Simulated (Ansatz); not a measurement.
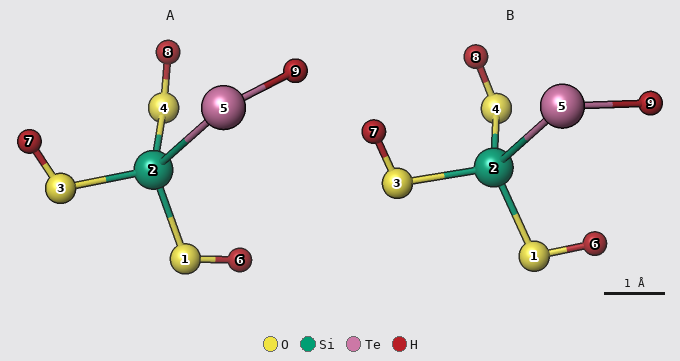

Two geometries of SiH4TeO3 (coarse preliminary run), drawn at one scale. One is the start of a relaxation, the other its converged end. A ball-and-stick model, seen at a tilt.

Level of theory: RKS PBE-D4/def2-SVP (Ansatz). Settings: force threshold 0.03 eV/Å; at most 200 steps.

### Which one is relaxed?

Structure A is the relaxed one. The start comes from a force field. The energy falls by 8.89 kcal/mol in 6 geometry steps. The largest force component goes from 2.8 to 0.022 eV/Å. The largest move after the best rigid fit is that of H9, 0.60 Å. By element the largest moves are H 0.60 Å, O 0.17 Å, Te 0.09 Å, Si 0.04 Å. Some distances before and after: O1–H6 1.056 → 0.972 Å, Si2–Te5 2.470 → 2.539 Å, O1–Si2 1.683 → 1.657 Å, O3–H7 0.997 → 0.972 Å. Bond angles that change, for instance: Si2–O1–H6 104.4° → 114.6°, Si2–O4–H8 105.4° → 113.8°, O3–Si2–O4 107.6° → 116.0°. Groups turn about Si2–Te5 by about 20°, Si2–O4 by about 20°.
